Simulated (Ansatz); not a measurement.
## Molecular dynamics of CH$_{7}$BSi$_{2}$ (part 2 of 3)

Continued. System: CH$_{7}$BSi$_{2}$. Method: RKS r2SCAN-d3bj/6-31G* (Ansatz 0.2.0). The geometry comes from this level: PBE0-D4/def2-TZVP.

Geometry of the input (Å):
```
Si -0.9816  1.6896  -0.4437
B  0.2819  0.2875  0.1763
C  0.2312  -0.8003  1.1869
Si 1.1215  -1.2431  -0.5857
H  -1.5611  1.3203  -1.7663
H  -2.1057  1.9453  0.5011
H  -0.2348  2.9666  -0.6241
H  1.1078  -1.2669  1.6473
H  -0.6701  -1.0476  1.7454
H  2.3816  -1.8772  -0.1372
H  0.4950  -2.0312  -1.6793
```

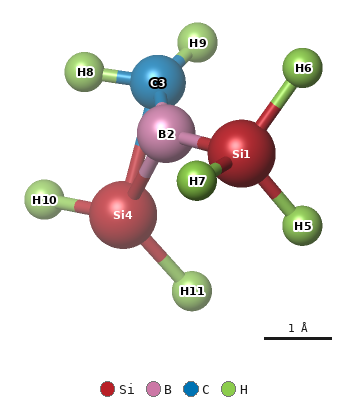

Figure 1. The geometry at step 18 of the log (ball-and-stick view, seen at a tilt; atoms are numbered from 1 in the order of the input).

**Trajectory as extended XYZ, continued**
```
11
Properties=species:S:1:pos:R:3:forces:R:3 step=5 time_fs=2.5 energy=-17576.08317 temperature=885.5
Si   -0.9521    1.6806   -0.4470   -2.3823   0.9725   0.5909
B     0.2579    0.3127    0.1983    0.4201  -0.5464  -0.0174
C     0.2248   -0.7918    1.1898   -0.0476  -0.8468   0.6123
Si    1.1114   -1.2460   -0.6004   -0.3751   2.2839   1.3426
H    -1.6109    1.2447   -1.7577    0.2968   0.1807   0.4718
H    -2.2537    1.9311    0.6404    1.8341  -0.1693  -1.5043
H    -0.2230    2.9883   -0.7316   -0.3266  -0.4296   0.1969
H     1.2152   -1.1331    1.5959   -0.9856   0.0215   0.1557
H    -0.6771   -1.1940    1.7506    1.1087   0.6183  -0.4662
H     2.2537   -1.8936   -0.1091    1.5793  -0.8268   0.4486
H     0.5131   -1.9574   -1.6233   -1.1218  -1.2579  -1.8310
11
Properties=species:S:1:pos:R:3:forces:R:3 step=6 time_fs=3.0 energy=-17575.95013 temperature=794.0
Si   -0.9464    1.6788   -0.4466   -2.5450   1.1555   0.5862
B     0.2529    0.3165    0.2026    0.5119  -0.6660  -0.0115
C     0.2239   -0.7901    1.1902   -0.0739  -0.9278   0.6150
Si    1.1098   -1.2456   -0.6025   -0.4028   2.4316   1.4284
H    -1.6121    1.2312   -1.7493    0.2972   0.1813   0.4579
H    -2.2696    1.9257    0.6595    1.9433  -0.1538  -1.5945
H    -0.2183    2.9905   -0.7529   -0.3841  -0.5182   0.2470
H     1.2292   -1.1020    1.5861   -1.0437  -0.0507   0.2087
H    -0.6721   -1.2167    1.7526    1.2120   0.7259  -0.5055
H     2.2363   -1.9058   -0.1027    1.6676  -0.8845   0.4719
H     0.5119   -1.9468   -1.6281   -1.1825  -1.2933  -1.9037
11
Properties=species:S:1:pos:R:3:forces:R:3 step=8 time_fs=4.0 energy=-17575.80675 temperature=723.4
Si   -0.9352    1.6757   -0.4461   -2.8024   1.4517   0.5671
B     0.2419    0.3243    0.2111    0.7231  -0.9669   0.0484
C     0.2231   -0.7880    1.1914   -0.1176  -1.0000   0.5564
Si    1.1071   -1.2442   -0.6061   -0.3252   2.2242   1.3336
H    -1.6137    1.2004   -1.7267    0.2763   0.1763   0.3766
H    -2.2860    1.9169    0.6872    2.0600  -0.1124  -1.6956
H    -0.2073    2.9871   -0.7923   -0.4556  -0.6080   0.3177
H     1.2492   -1.0441    1.5707   -1.0564  -0.1964   0.3091
H    -0.6552   -1.2583    1.7576    1.2871   0.8998  -0.5417
H     2.2116   -1.9406   -0.0779    1.4512  -0.7847   0.3382
H     0.4998   -1.9332   -1.6524   -1.0407  -1.0836  -1.6097
11
Properties=species:S:1:pos:R:3:forces:R:3 step=9 time_fs=4.5 energy=-17575.79237 temperature=751.2
Si   -0.9298    1.6744   -0.4462   -2.9079   1.5712   0.5569
B     0.2365    0.3278    0.2150    0.8182  -1.1122   0.0977
C     0.2227   -0.7873    1.1924   -0.0305  -0.9829   0.4523
Si    1.1058   -1.2429   -0.6074   -0.2063   1.9101   1.2070
H    -1.6133    1.1854   -1.7154    0.2570   0.1692   0.3282
H    -2.2855    1.9176    0.6964    2.0811  -0.1012  -1.7242
H    -0.2024    2.9817   -0.8109   -0.4644  -0.6104   0.3380
H     1.2563   -1.0171    1.5654   -1.0366  -0.2618   0.3426
H    -0.6406   -1.2787    1.7563    1.1892   0.9332  -0.4822
H     2.2064   -1.9620   -0.0644    1.1810  -0.6269   0.1929
H     0.4895   -1.9295   -1.6694   -0.8809  -0.8883  -1.3092
11
Properties=species:S:1:pos:R:3:forces:R:3 step=10 time_fs=5.0 energy=-17575.80225 temperature=765.9
Si   -0.9249    1.6728   -0.4465   -2.9889   1.6922   0.5289
B     0.2319    0.3312    0.2188    0.8905  -1.2564   0.1613
C     0.2216   -0.7873    1.1937    0.1250  -0.8794   0.2603
Si    1.1048   -1.2409   -0.6086   -0.0883   1.5133   1.0395
H    -1.6119    1.1694   -1.7053    0.2392   0.1651   0.2904
H    -2.2789    1.9205    0.7017    2.0804  -0.0957  -1.7402
H    -0.1982    2.9762   -0.8287   -0.4709  -0.6134   0.3539
H     1.2609   -0.9880    1.5604   -0.9621  -0.3408   0.3879
H    -0.6212   -1.2974    1.7541    0.9860   0.9059  -0.3649
H     2.2043   -1.9853   -0.0520    0.8720  -0.4320   0.0283
H     0.4759   -1.9274   -1.6885   -0.6828  -0.6588  -0.9453
11
Properties=species:S:1:pos:R:3:forces:R:3 step=11 time_fs=5.5 energy=-17575.82779 temperature=814.9
Si   -0.9202    1.6714   -0.4467   -3.0663   1.7910   0.5057
B     0.2278    0.3348    0.2226    0.9544  -1.4062   0.2314
C     0.2205   -0.7878    1.1948    0.3363  -0.6879  -0.0051
Si    1.1040   -1.2385   -0.6095   -0.0033   1.0743   0.8277
H    -1.6097    1.1532   -1.6950    0.2181   0.1581   0.2487
H    -2.2663    1.9260    0.7021    2.0587  -0.0965  -1.7405
H    -0.1966    2.9690   -0.8441   -0.4542  -0.5829   0.3536
H     1.2634   -0.9574    1.5560   -0.8435  -0.4248   0.4400
H    -0.5985   -1.3122    1.7515    0.6918   0.8045  -0.1910
H     2.2049   -2.0089   -0.0408    0.5593  -0.2232  -0.1396
H     0.4591   -1.9263   -1.7103   -0.4514  -0.4063  -0.5309
11
Properties=species:S:1:pos:R:3:forces:R:3 step=12 time_fs=6.0 energy=-17575.84828 temperature=806.5
Si   -0.9155    1.6700   -0.4468   -3.1369   1.8774   0.5081
B     0.2232    0.3380    0.2265    1.0242  -1.5467   0.2926
C     0.2196   -0.7881    1.1957    0.5971  -0.4744  -0.2778
Si    1.1031   -1.2362   -0.6099    0.0869   0.6162   0.6126
H    -1.6067    1.1394   -1.6837    0.1845   0.1394   0.1858
H    -2.2484    1.9335    0.7001    2.0192  -0.1008  -1.7303
H    -0.1956    2.9597   -0.8564   -0.4160  -0.5194   0.3379
H     1.2650   -0.9282    1.5531   -0.7299  -0.4943   0.4751
H    -0.5747   -1.3242    1.7487    0.3511   0.6532   0.0170
H     2.2096   -2.0335   -0.0307    0.2305   0.0078  -0.3134
H     0.4394   -1.9270   -1.7332   -0.2107  -0.1584  -0.1075
11
Properties=species:S:1:pos:R:3:forces:R:3 step=14 time_fs=7.0 energy=-17575.85103 temperature=825.3
Si   -0.9066    1.6695   -0.4477   -3.2149   1.9344   0.5858
B     0.2148    0.3437    0.2321    1.1473  -1.7786   0.4174
C     0.2178   -0.7872    1.1970    1.2977  -0.0467  -0.7611
Si    1.1010   -1.2311   -0.6103    0.2585  -0.2337   0.2423
H    -1.6013    1.1167   -1.6572    0.0837   0.0738   0.0017
H    -2.1954    1.9485    0.6880    1.8681  -0.0940  -1.6612
H    -0.1952    2.9358   -0.8757   -0.2779  -0.2828   0.2582
H     1.2722   -0.8772    1.5486   -0.6932  -0.5757   0.4683
H    -0.5295   -1.3428    1.7451   -0.3171   0.2880   0.4511
H     2.2238   -2.0874   -0.0184   -0.3700   0.4667  -0.6138
H     0.3919   -1.9305   -1.7741    0.2178   0.2488   0.6115
11
Properties=species:S:1:pos:R:3:forces:R:3 step=15 time_fs=7.5 energy=-17575.84805 temperature=911.4
Si   -0.9028    1.6698   -0.4480   -3.1890   1.9083   0.6300
B     0.2116    0.3467    0.2357    1.1859  -1.8651   0.4585
C     0.2176   -0.7863    1.1980    1.5578   0.0946  -0.9029
Si    1.0995   -1.2282   -0.6106    0.3198  -0.5811   0.0987
H    -1.5990    1.1069   -1.6423    0.0197   0.0242  -0.1138
H    -2.1600    1.9572    0.6748    1.7324  -0.0799  -1.5739
H    -0.1957    2.9213   -0.8844   -0.1821  -0.1205   0.1967
H     1.2752   -0.8542    1.5490   -0.6802  -0.6055   0.4434
H    -0.5086   -1.3521    1.7482   -0.5507   0.1577   0.5940
H     2.2309   -2.1136   -0.0170   -0.6032   0.6625  -0.7167
H     0.3671   -1.9334   -1.7908    0.3898   0.4048   0.8859
11
Properties=species:S:1:pos:R:3:forces:R:3 step=16 time_fs=8.0 energy=-17575.84933 temperature=966.7
Si   -0.8994    1.6702   -0.4481   -3.0865   1.8536   0.6441
B     0.2086    0.3495    0.2403    1.2204  -1.9049   0.4683
C     0.2183   -0.7848    1.1981    1.7068   0.1317  -0.9241
Si    1.0975   -1.2250   -0.6105    0.3834  -0.8679  -0.0170
H    -1.5948    1.0957   -1.6269   -0.0555  -0.0310  -0.2379
H    -2.1188    1.9673    0.6571    1.5330  -0.0528  -1.4333
H    -0.1951    2.9057   -0.8934   -0.0793   0.0515   0.1259
H     1.2768   -0.8349    1.5517   -0.6453  -0.6215   0.4015
H    -0.4878   -1.3619    1.7541   -0.7085   0.0859   0.6687
H     2.2358   -2.1393   -0.0175   -0.7909   0.8342  -0.7918
H     0.3438   -1.9342   -1.8048    0.5224   0.5214   1.0957
11
Properties=species:S:1:pos:R:3:forces:R:3 step=18 time_fs=9.0 energy=-17575.85264 temperature=884.3
Si   -0.8937    1.6717   -0.4483   -2.5736   1.6903   0.5226
B     0.2027    0.3532    0.2494    1.2812  -1.8780   0.4329
C     0.2224   -0.7822    1.1970    1.6462   0.0139  -0.7841
Si    1.0933   -1.2196   -0.6100    0.4541  -1.2688  -0.2092
H    -1.5804    1.0714   -1.5966   -0.2434  -0.1577  -0.5147
H    -2.0247    1.9920    0.6131    0.8863   0.0545  -0.9348
H    -0.1950    2.8798   -0.9073    0.1338   0.3627  -0.0354
H     1.2748   -0.8036    1.5579   -0.4186  -0.6346   0.3499
H    -0.4500   -1.3759    1.7737   -0.8444   0.0710   0.6612
H     2.2395   -2.1847   -0.0252   -1.0330   1.0854  -0.8661
H     0.3013   -1.9291   -1.8262    0.7112   0.6614   1.3778
11
Properties=species:S:1:pos:R:3:forces:R:3 step=19 time_fs=9.5 energy=-17575.84476 temperature=918.6
Si   -0.8916    1.6727   -0.4485   -2.1191   1.5605   0.3375
B     0.1997    0.3536    0.2533    1.2972  -1.8068   0.3821
C     0.2255   -0.7808    1.1961    1.4646  -0.1313  -0.6509
Si    1.0911   -1.2175   -0.6099    0.4820  -1.3882  -0.2768
H    -1.5734    1.0619   -1.5819   -0.3541  -0.2350  -0.6677
H    -1.9728    2.0049    0.5886    0.3986   0.1631  -0.5277
H    -0.1955    2.8692   -0.9128    0.2415   0.4981  -0.1190
H     1.2716   -0.7900    1.5609   -0.2309  -0.6358   0.3483
H    -0.4330   -1.3820    1.7847   -0.8437   0.1202   0.5969
H     2.2379   -2.2030   -0.0323   -1.0956   1.1669  -0.8707
H     0.2846   -1.9237   -1.8315    0.7595   0.6882   1.4481
11
Properties=species:S:1:pos:R:3:forces:R:3 step=20 time_fs=10.0 energy=-17575.81255 temperature=930.9
Si   -0.8899    1.6738   -0.4491   -1.5108   1.3561   0.0362
B     0.1968    0.3535    0.2571    1.3042  -1.7093   0.3138
C     0.2291   -0.7794    1.1952    1.2574  -0.3074  -0.4823
Si    1.0885   -1.2156   -0.6099    0.5009  -1.4699  -0.3350
H    -1.5662    1.0543   -1.5677   -0.4804  -0.3265  -0.8341
H    -1.9181    2.0175    0.5627   -0.2299   0.3349   0.0267
H    -0.1962    2.8579   -0.9190    0.3617   0.6453  -0.2104
H     1.2684   -0.7776    1.5648   -0.0409  -0.6307   0.3435
H    -0.4168   -1.3864    1.7970   -0.8247   0.1862   0.5102
H     2.2328   -2.2179   -0.0419   -1.1216   1.2204  -0.8559
H     0.2708   -1.9181   -1.8338    0.7842   0.7010   1.4873
11
Properties=species:S:1:pos:R:3:forces:R:3 step=21 time_fs=10.5 energy=-17575.74520 temperature=835.8
Si   -0.8884    1.6746   -0.4498   -0.7737   1.1056  -0.3959
B     0.1940    0.3527    0.2607    1.3053  -1.5914   0.2339
C     0.2328   -0.7778    1.1945    0.9929  -0.5081  -0.2986
Si    1.0859   -1.2139   -0.6099    0.4973  -1.5169  -0.3907
H    -1.5586    1.0473   -1.5546   -0.6139  -0.4207  -0.9982
H    -1.8637    2.0317    0.5378   -0.9659   0.5687   0.7105
H    -0.1958    2.8474   -0.9251    0.4754   0.7711  -0.3001
H     1.2638   -0.7656    1.5697    0.1812  -0.6250   0.3545
H    -0.4039   -1.3882    1.8097   -0.7808   0.2670   0.4017
H     2.2249   -2.2292   -0.0538   -1.1157   1.2459  -0.8240
H     0.2579   -1.9118   -1.8336    0.7978   0.7040   1.5070
11
Properties=species:S:1:pos:R:3:forces:R:3 step=22 time_fs=11.0 energy=-17575.64836 temperature=841.5
Si   -0.8869    1.6753   -0.4505    0.0268   0.7759  -0.9750
B     0.1910    0.3512    0.2644    1.2999  -1.4355   0.1356
C     0.2366   -0.7758    1.1939    0.7041  -0.7391  -0.0877
Si    1.0834   -1.2122   -0.6098    0.4690  -1.5257  -0.4422
H    -1.5520    1.0405   -1.5441   -0.7296  -0.4968  -1.1220
H    -1.8121    2.0489    0.5138   -1.7722   0.8678   1.5028
H    -0.1954    2.8376   -0.9316    0.5884   0.8808  -0.3896
H     1.2587   -0.7554    1.5750    0.4119  -0.6146   0.3748
H    -0.3938   -1.3871    1.8225   -0.7219   0.3528   0.2793
H     2.2139   -2.2363   -0.0678   -1.0748   1.2400  -0.7750
H     0.2457   -1.9042   -1.8292    0.7985   0.6943   1.4991
11
Properties=species:S:1:pos:R:3:forces:R:3 step=24 time_fs=12.0 energy=-17575.43743 temperature=740.0
Si   -0.8833    1.6772   -0.4525    1.4562  -0.1131  -2.3366
B     0.1857    0.3458    0.2714    1.2672  -0.9845  -0.1262
C     0.2450   -0.7707    1.1931    0.3930  -1.1935   0.4121
Si    1.0778   -1.2088   -0.6096    0.4053  -1.4235  -0.4963
H    -1.5423    1.0275   -1.5356   -0.8501  -0.5342  -1.1566
H    -1.7228    2.0881    0.4769   -3.2609   1.5775   3.0831
H    -0.1946    2.8211   -0.9490    0.7940   1.0438  -0.5486
H     1.2555   -0.7427    1.5884    0.6522  -0.5761   0.3376
H    -0.3759   -1.3771    1.8459   -0.6731   0.4410   0.1041
H     2.1838   -2.2433   -0.1003   -0.9105   1.1549  -0.6437
H     0.2262   -1.8797   -1.8077    0.7268   0.6079   1.3711
11
Properties=species:S:1:pos:R:3:forces:R:3 step=25 time_fs=12.5 energy=-17575.38064 temperature=706.9
Si   -0.8808    1.6785   -0.4538    1.8666  -0.5263  -2.8791
B     0.1833    0.3416    0.2743    1.2381  -0.6999  -0.2805
C     0.2501   -0.7675    1.1935    0.2833  -1.4589   0.7360
Si    1.0757   -1.2075   -0.6093    0.3466  -1.3136  -0.5097
H    -1.5402    1.0225   -1.5375   -0.8533  -0.4910  -1.0684
H    -1.6871    2.1103    0.4690   -3.7085   1.8670   3.6162
H    -0.1944    2.8164   -0.9601    0.8649   1.0662  -0.5998
H     1.2554   -0.7389    1.5994    0.7116  -0.5479   0.2824
H    -0.3676   -1.3707    1.8590   -0.6383   0.4963  -0.0070
H     2.1660   -2.2429   -0.1191   -0.7774   1.0628  -0.5540
H     0.2168   -1.8664   -1.7908    0.6664   0.5452   1.2640
11
Properties=species:S:1:pos:R:3:forces:R:3 step=26 time_fs=13.0 energy=-17575.40361 temperature=763.8
Si   -0.8781    1.6800   -0.4551    1.9419  -0.7494  -3.0915
B     0.1808    0.3368    0.2779    1.2100  -0.4129  -0.4354
C     0.2556   -0.7649    1.1953    0.2152  -1.6927   1.0572
Si    1.0742   -1.2065   -0.6088    0.2675  -1.1417  -0.4913
H    -1.5404    1.0188   -1.5409   -0.8361  -0.4315  -0.9490
H    -1.6612    2.1353    0.4696   -3.7943   1.9906   3.7639
H    -0.1954    2.8150   -0.9744    0.8982   1.0295  -0.6175
H     1.2555   -0.7372    1.6139    0.7515  -0.5131   0.2061
H    -0.3590   -1.3618    1.8745   -0.6266   0.5286  -0.1115
H     2.1476   -2.2392   -0.1387   -0.6080   0.9310  -0.4508
H     0.2089   -1.8515   -1.7703    0.5807   0.4616   1.1200
11
Properties=species:S:1:pos:R:3:forces:R:3 step=28 time_fs=14.0 energy=-17575.68467 temperature=953.9
Si   -0.8727    1.6822   -0.4583    1.1159  -0.4221  -2.4263
B     0.1775    0.3268    0.2842    1.1311   0.1554  -0.7168
C     0.2665   -0.7599    1.2006    0.2910  -2.1185   1.7764
Si    1.0716   -1.2053   -0.6073    0.1102  -0.6012  -0.3166
H    -1.5452    1.0114   -1.5539   -0.7332  -0.2548  -0.6195
H    -1.6409    2.1981    0.4984   -2.8974   1.5647   2.7742
H    -0.1951    2.8202   -1.0078    0.8304   0.7700  -0.5420
H     1.2646   -0.7333    1.6418    0.5879  -0.4553  -0.0207
H    -0.3437   -1.3404    1.9116   -0.5503   0.6064  -0.3636
H     2.1104   -2.2260   -0.1819   -0.1558   0.5531  -0.2084
H     0.2011   -1.8149   -1.7198    0.2703   0.2025   0.6633
11
Properties=species:S:1:pos:R:3:forces:R:3 step=29 time_fs=14.5 energy=-17575.85328 temperature=1090.8
Si   -0.8698    1.6831   -0.4604    0.4412   0.0244  -1.8226
B     0.1763    0.3217    0.2863    1.0892   0.4217  -0.8278
C     0.2726   -0.7578    1.2037    0.3414  -2.3427   2.1848
Si    1.0698   -1.2049   -0.6068    0.0664  -0.2574  -0.1632
H    -1.5522    1.0055   -1.5628   -0.6333  -0.1245  -0.3967
H    -1.6426    2.2362    0.5244   -2.1582   1.1086   1.8917
H    -0.1901    2.8251   -1.0281    0.7262   0.5512  -0.4469
H     1.2722   -0.7349    1.6557    0.4378  -0.4271  -0.1579
H    -0.3384   -1.3313    1.9307   -0.4586   0.6852  -0.5383
H     2.0923   -2.2191   -0.2062    0.1097   0.3256  -0.0779
H     0.2007   -1.7956   -1.6930    0.0381   0.0348   0.3547
11
Properties=species:S:1:pos:R:3:forces:R:3 step=30 time_fs=15.0 energy=-17575.97518 temperature=1218.2
Si   -0.8675    1.6844   -0.4625   -0.1882   0.5514  -1.2493
B     0.1758    0.3168    0.2880    1.0424   0.6659  -0.9162
C     0.2794   -0.7561    1.2070    0.3699  -2.5387   2.5778
Si    1.0677   -1.2049   -0.6065    0.0385   0.1478   0.0429
H    -1.5614    0.9977   -1.5726   -0.5125   0.0243  -0.1547
H    -1.6496    2.2781    0.5559   -1.4187   0.6042   0.9807
H    -0.1813    2.8326   -1.0508    0.5682   0.2670  -0.3069
H     1.2813   -0.7401    1.6685    0.2753  -0.3992  -0.2894
H    -0.3362   -1.3218    1.9494   -0.3354   0.7730  -0.7294
H     2.0751   -2.2104   -0.2307    0.4088   0.0625   0.0554
H     0.2020   -1.7774   -1.6653   -0.2483  -0.1584  -0.0110
```
